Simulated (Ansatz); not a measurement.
The parent structure is Si in the diamond structure (space group Fd-3m, No. 227; a = 5.402 Å). Axes: x, y, z lie along the cube axes.

The change: a pure shear with ε_xy = ε_yx = 0.0171, atoms relaxed at fixed cell.

The values are results of LDA (Ansatz, an electronic-structure program), no spin-orbit coupling, not measurements.

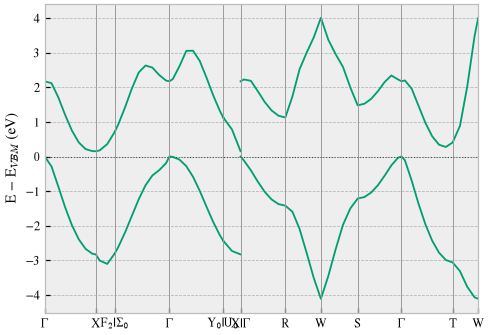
Figure. Highest valence and lowest conduction band along the path of the changed cell's own zone

### Question
Read the changed gap and its character from the plot.

### Answer
About 0.2 eV, indirect, Γ → X.

The cells carry an imposed strain or load. Whether these cells are dynamically stable was not tested. Labels are those of the standard path for the cell's own space group.
